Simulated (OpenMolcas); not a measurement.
MgF⁻: relativistic diatomic calculation (part 2 of 2)

The same run, continued: MgF⁻. Method: SA-CASSCF(8,7)/XMS-CASPT2 + RASSI spin-orbit (X2C scalar, AMFI), ANO-RCC-VTZP (OpenMolcas).

**Output (extracts), continued**
```
++ Dipole transition strengths (spin-free states):
     for osc. strength at least  1.00000000E-05
      From   To        Osc. strength     Einstein coefficients Ax, Ay, Az (sec-1)    Total A (sec-1)
         1   12       5.11561290E-01  2.86509921E+08  4.48770745E+05  0.00000000E+00  2.86958692E+08
         1   13       5.11561290E-01  4.48770764E+05  2.86509927E+08  0.00000000E+00  2.86958698E+08
         1    2       5.62270202E-01  0.00000000E+00  0.00000000E+00  4.74918707E+08  4.74918707E+08
         5    7       2.24602461E-02  7.34625912E+04  3.02788837E+06  0.00000000E+00  3.10135096E+06
         5    8       7.54810860E-02  9.91616319E+07  2.40587113E+06  0.00000000E+00  1.01567503E+08
         5    9       4.20982899E-03  1.72857397E+05  7.12516542E+06  0.00000000E+00  7.29802282E+06
         5   10       3.03598701E-03  5.40667300E+06  5.28193281E+04  0.00000000E+00  5.45949233E+06
         5   11       3.03699535E-03  5.28719869E+04  5.41204444E+06  0.00000000E+00  5.46491643E+06
         6    7       2.24602391E-02  3.02788708E+06  7.34625632E+04  0.00000000E+00  3.10134964E+06
         6    8       7.54810907E-02  2.40587115E+06  9.91616345E+07  0.00000000E+00  1.01567506E+08
         6    9       4.20982992E-03  7.12516674E+06  1.72857456E+05  0.00000000E+00  7.29802419E+06
         6   10       3.03598742E-03  5.28193432E+04  5.40667355E+06  0.00000000E+00  5.45949289E+06
         6   11       3.03699559E-03  5.41204470E+06  5.28719930E+04  0.00000000E+00  5.46491669E+06
        12    3       1.99789556E-01  3.04564887E+07  3.72004950E+06  0.00000000E+00  3.41765382E+07
        12    4       1.99839459E-01  3.72283802E+06  3.04793173E+07  0.00000000E+00  3.42021554E+07
        13    3       1.99789542E-01  3.72004926E+06  3.04564852E+07  0.00000000E+00  3.41765344E+07
        13    4       1.99839453E-01  3.04793156E+07  3.72283744E+06  0.00000000E+00  3.42021531E+07
         7    9       1.12226239E-03  0.00000000E+00  0.00000000E+00  1.00232829E+06  1.00232829E+06
 Electric-quadrupole - electric-quadrupole not included
 Electric-dipole - electric-octupole not included
 Electric-dipole - magnetic-quadrupole not included
   Eigenvalues of complex Hamiltonian:
  (Shifted by EMIN (a.u.) =       -300.0490105376)
 SO State       Relative EMIN(au)   Rel lowest level(eV)    D:o, cm**(-1)      Omega
     1            -0.0000002064        0.0000000000              0.0000         0.0
     2             0.0666795494        1.8144485880          14634.5148         0.0
     3             0.0666795588        1.8144488450          14634.5169         0.0
     4             0.0667298375        1.8158169991          14645.5518         1.0
     5             0.0667298413        1.8158171026          14645.5526         1.0
     6             0.0667802691        1.8171893116          14656.6202         2.0
     7             0.0667802691        1.8171893113          14656.6202         2.0
     8             0.1321310148        3.5954736932          28999.4510         1.0
     9             0.1321310161        3.5954737303          28999.4513         1.0
    10             0.1322859989        3.5996910272          29033.4661         0.0
    11             0.1322860806        3.5996932485          29033.4841         1.0
    12             0.1322860806        3.5996932485          29033.4841         1.0
    13             0.1621367793        4.4119721428          35584.9552         0.0
    14             0.2050974796        5.5809923506          45013.7390         2.0
    15             0.2051157062        5.5814883231          45017.7393         2.0
    16             0.2713640390        7.3841972934          59557.5677         1.0
    17             0.2713640390        7.3841972934          59557.5677         1.0
    18             0.2713760594        7.3845243861          59560.2059         0.0
    19             0.2990116488        8.1365270837          65625.5167         0.0
    20             0.2990234889        8.1368492694          65628.1153         1.0
    21             0.2990234889        8.1368492694          65628.1153         1.0
    22             0.3027952652        8.2394845292          66455.9245         3.0
    23             0.3027952652        8.2394845292          66455.9245         3.0
    24             0.3033060366        8.2533833275          66568.0259         2.0
    25             0.3033842320        8.2555111347          66585.1878         2.0
    26             0.3038949748        8.2694091538          66697.2829         1.0
    27             0.3038949748        8.2694091538          66697.2829         1.0
 Weights of the five most important spin-orbit-free states for each spin-orbit state.
 SO State  Total energy (au)           Spin-free states, spin, and weights
    1        -0.000000       1 0.0  1.0000    8 1.0  0.0000    5 1.0  0.0000    6 1.0  0.0000    2 0.0  0.0000
    2         0.066680       5 1.0  0.5000    6 1.0  0.5000    1 0.0  0.0000    8 1.0  0.0000    2 0.0  0.0000
    3         0.066680       5 1.0  0.5000    6 1.0  0.5000    9 1.0  0.0000    7 1.0  0.0000    1 0.0  0.0000
    4         0.066730       5 1.0  1.0000   12 0.0  0.0000    8 1.0  0.0000    9 1.0  0.0000   10 1.0  0.0000
    5         0.066730       6 1.0  1.0000   13 0.0  0.0000    8 1.0  0.0000    9 1.0  0.0000   10 1.0  0.0000
    6         0.066780       6 1.0  0.5000    5 1.0  0.5000    4 0.0  0.0000   11 1.0  0.0000    3 0.0  0.0000
    7         0.066780       6 1.0  0.5000    5 1.0  0.5000    3 0.0  0.0000   10 1.0  0.0000    4 0.0  0.0000
    8         0.132131      12 0.0  0.9994    7 1.0  0.0006    5 1.0  0.0000    8 1.0  0.0000    9 1.0  0.0000
    9         0.132131      13 0.0  0.9994    7 1.0  0.0006    6 1.0  0.0000    8 1.0  0.0000    9 1.0  0.0000
   10         0.132286       7 1.0  1.0000    6 1.0  0.0000    5 1.0  0.0000    2 0.0  0.0000    9 1.0  0.0000
   11         0.132286       7 1.0  0.9994   13 0.0  0.0003   12 0.0  0.0003    8 1.0  0.0000    6 1.0  0.0000
   12         0.132286       7 1.0  0.9994   13 0.0  0.0003   12 0.0  0.0003    8 1.0  0.0000    6 1.0  0.0000
   13         0.162137       2 0.0  1.0000    8 1.0  0.0000    5 1.0  0.0000    6 1.0  0.0000    1 0.0  0.0000
   14         0.205097       3 0.0  1.0000   10 1.0  0.0000   11 1.0  0.0000    6 1.0  0.0000    5 1.0  0.0000
   15         0.205116       4 0.0  1.0000   11 1.0  0.0000   10 1.0  0.0000    6 1.0  0.0000    5 1.0  0.0000
   16         0.271364       8 1.0  0.9996    9 1.0  0.0004   13 0.0  0.0000   12 0.0  0.0000    6 1.0  0.0000
   17         0.271364       8 1.0  0.9996    9 1.0  0.0004   13 0.0  0.0000   12 0.0  0.0000    6 1.0  0.0000
   18         0.271376       8 1.0  1.0000    1 0.0  0.0000    2 0.0  0.0000    6 1.0  0.0000    5 1.0  0.0000
   19         0.299012       9 1.0  1.0000    6 1.0  0.0000    5 1.0  0.0000    7 1.0  0.0000    1 0.0  0.0000
   20         0.299023       9 1.0  0.9996    8 1.0  0.0004   13 0.0  0.0000   12 0.0  0.0000    6 1.0  0.0000
   21         0.299023       9 1.0  0.9996    8 1.0  0.0004   13 0.0  0.0000   12 0.0  0.0000    6 1.0  0.0000
   22         0.302795      10 1.0  0.5356   11 1.0  0.4644   12 0.0  0.0000   13 0.0  0.0000    6 1.0  0.0000
   23         0.302795      10 1.0  0.5356   11 1.0  0.4644   12 0.0  0.0000   13 0.0  0.0000    6 1.0  0.0000
   24         0.303306      10 1.0  1.0000    3 0.0  0.0000    4 0.0  0.0000    6 1.0  0.0000    5 1.0  0.0000
   25         0.303384      11 1.0  1.0000    4 0.0  0.0000    3 0.0  0.0000    6 1.0  0.0000    5 1.0  0.0000
   26         0.303895      11 1.0  0.5356   10 1.0  0.4644   13 0.0  0.0000   12 0.0  0.0000    6 1.0  0.0000
   27         0.303895      11 1.0  0.5356   10 1.0  0.4644   13 0.0  0.0000   12 0.0  0.0000    6 1.0  0.0000
++ Dipole transition strengths (SO states):
        for osc. strength at least   1.00000000E-05
      From   To        Osc. strength     Einstein coefficients Ax, Ay, Az (sec-1)    Total A (sec-1)
         1    8       5.11258168E-01  2.86340200E+08  4.48502489E+05  0.00000000E+00  2.86788703E+08
         1    9       5.11258163E-01  4.48502503E+05  2.86340203E+08  0.00000000E+00  2.86788706E+08
         1   11       3.02490792E-04  8.50391524E+04  8.50406314E+04  0.00000000E+00  1.70079784E+05
         1   12       3.02490792E-04  8.50391804E+04  8.50406035E+04  0.00000000E+00  1.70079784E+05
         1   13       5.62269717E-01  0.00000000E+00  0.00000000E+00  4.74919242E+08  4.74919242E+08
         2   11       1.12362867E-02  7.76930400E+05  7.76986709E+05  0.00000000E+00  1.55391711E+06
         2   12       1.12363118E-02  7.76932386E+05  7.76988185E+05  0.00000000E+00  1.55392057E+06
         2   16       3.73687648E-02  2.51521581E+07  2.51503331E+07  0.00000000E+00  5.03024912E+07
         2   17       3.73688480E-02  2.51522142E+07  2.51503892E+07  0.00000000E+00  5.03026033E+07
         2   20       2.51548557E-03  2.18148635E+06  2.18161610E+06  0.00000000E+00  4.36310245E+06
         2   21       2.51547997E-03  2.18148149E+06  2.18161124E+06  0.00000000E+00  4.36309273E+06
         2   26       3.04042165E-03  2.74852683E+06  2.74853413E+06  0.00000000E+00  5.49706096E+06
         2   27       3.04042843E-03  2.74853295E+06  2.74854025E+06  0.00000000E+00  5.49707320E+06
         3   11       1.12382236E-02  7.77064347E+05  7.77120173E+05  0.00000000E+00  1.55418452E+06
         3   12       1.12381986E-02  7.77062361E+05  7.77118697E+05  0.00000000E+00  1.55418106E+06
         3   16       3.73687278E-02  2.51521310E+07  2.51503059E+07  0.00000000E+00  5.03024369E+07
         3   17       3.73686446E-02  2.51520750E+07  2.51502498E+07  0.00000000E+00  5.03023248E+07
         3   20       2.51550184E-03  2.18150028E+06  2.18163004E+06  0.00000000E+00  4.36313032E+06
         3   21       2.51550745E-03  2.18150514E+06  2.18163490E+06  0.00000000E+00  4.36314004E+06
         3   26       3.04030112E-03  2.74841764E+06  2.74842495E+06  0.00000000E+00  5.49684259E+06
         3   27       3.04029434E-03  2.74841152E+06  2.74841883E+06  0.00000000E+00  5.49683035E+06
         4   10       2.24602634E-02  7.34628051E+04  3.02790133E+06  0.00000000E+00  3.10136413E+06
         4   18       7.54813569E-02  9.91623813E+07  2.40588603E+06  0.00000000E+00  1.01568267E+08
         4   19       4.20983133E-03  1.72857472E+05  7.12517827E+06  0.00000000E+00  7.29803575E+06
         4   24       3.03601952E-03  5.40673869E+06  5.28200430E+04  0.00000000E+00  5.45955874E+06
         4   25       3.03702785E-03  5.28727009E+04  5.41211015E+06  0.00000000E+00  5.46498285E+06
         5   10       2.24602564E-02  3.02790003E+06  7.34627771E+04  0.00000000E+00  3.10136281E+06
         5   18       7.54813616E-02  2.40588605E+06  9.91623839E+07  0.00000000E+00  1.01568270E+08
         5   19       4.20983226E-03  7.12517959E+06  1.72857531E+05  0.00000000E+00  7.29803712E+06
         5   24       3.03601993E-03  5.28200581E+04  5.40673924E+06  0.00000000E+00  5.45955930E+06
         5   25       3.03702809E-03  5.41211041E+06  5.28727070E+04  0.00000000E+00  5.46498312E+06
         6   11       1.12099339E-02  7.72786000E+05  7.72730324E+05  0.00000000E+00  1.54551632E+06
         6   12       1.12098136E-02  7.72777465E+05  7.72722275E+05  0.00000000E+00  1.54549974E+06
         6   16       3.80776256E-02  2.56022191E+07  2.56040455E+07  0.00000000E+00  5.12062646E+07
         6   17       3.80772170E-02  2.56019443E+07  2.56037708E+07  0.00000000E+00  5.12057151E+07
         6   20       1.72938574E-03  1.49857244E+06  1.49844206E+06  0.00000000E+00  2.99701450E+06
         6   21       1.72940430E-03  1.49858852E+06  1.49845814E+06  0.00000000E+00  2.99704666E+06
         6   22       3.02497175E-03  2.70695370E+06  2.70696093E+06  0.00000000E+00  5.41391463E+06
         6   23       3.02493930E-03  2.70692466E+06  2.70693188E+06  0.00000000E+00  5.41385654E+06
         7   11       1.12098136E-02  7.72777469E+05  7.72722275E+05  0.00000000E+00  1.54549974E+06
         7   12       1.12099339E-02  7.72786004E+05  7.72730324E+05  0.00000000E+00  1.54551633E+06
         7   16       3.80772169E-02  2.56019444E+07  2.56037707E+07  0.00000000E+00  5.12057151E+07
         7   17       3.80776255E-02  2.56022191E+07  2.56040454E+07  0.00000000E+00  5.12062646E+07
         7   20       1.72940477E-03  1.49858893E+06  1.49845856E+06  0.00000000E+00  2.99704749E+06
         7   21       1.72938622E-03  1.49857285E+06  1.49844248E+06  0.00000000E+00  2.99701533E+06
         7   22       3.02493973E-03  2.70692504E+06  2.70693226E+06  0.00000000E+00  5.41385731E+06
         7   23       3.02497218E-03  2.70695409E+06  2.70696131E+06  0.00000000E+00  5.41391540E+06
         8   14       1.9967432
```

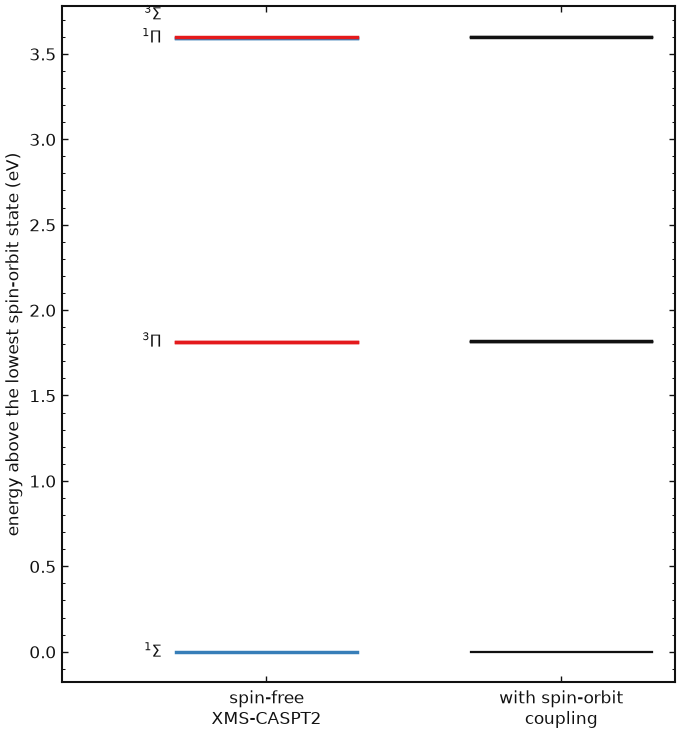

**Figure 2.** States up to 3.9 eV at 1.837 Å, without spin-orbit coupling (left, a colour for each spin multiplicity) and with it (right, where close levels merge). The spin-free states run ¹Σ (0.00 eV), ³Π (1.82 eV), ¹Π (3.60 eV), ³Σ (3.60 eV) from the lowest. The lowest spin-orbit levels have |Ω| = 0 (0 cm⁻¹), 0 (14,635 cm⁻¹), 1 (14,646 cm⁻¹), 2 (14,657 cm⁻¹), 1 (28,999 cm⁻¹).

**Results in brief**

- outcome: converged; components of a degenerate state are split by 17 cm⁻¹; whether the anion is bound against detachment isn't tested
- lowest spin-free state: ¹Σ
- lowest spin-orbit level: Ω = 0, −300.04901 hartree
- next level: Ω = 0, 14,635 cm⁻¹
- hardware: 1 thread of Arm Neoverse V1, 24 GiB of memory available, shared host
- wall time: 24 s

**Notes**

Caveats: the two components of ³Δ at 8.26 eV, degenerate in CASSCF as they must be, are split by 17 cm⁻¹ in XMS-CASPT2, an artefact that passes into its spin-orbit levels; the run doesn't test whether the anion keeps its extra electron; the basis has no added diffuse functions, and states above the detachment threshold, which may include the lowest, are held only by it.
